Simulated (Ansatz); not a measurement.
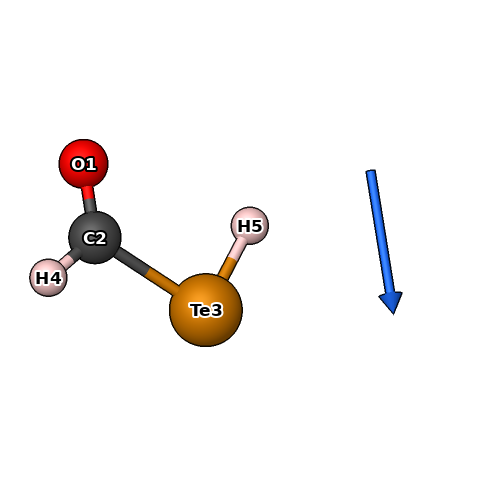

The arrow beside the molecule shows the direction of the dipole moment, from the negative to the positive end (its length means nothing). The geometry was computed by an optimisation with PBE0-D4/def2-TZVP. No frequency run is at hand to confirm it as a minimum. Properties computed with RKS PBE0-D4/def2-TZVP, core potentials on Te (Ansatz 0.2.0).

### Estimate the dipole moment.

1.80 D; it points from the side of O1 to the side of Te3 (the outermost atoms at the two ends).
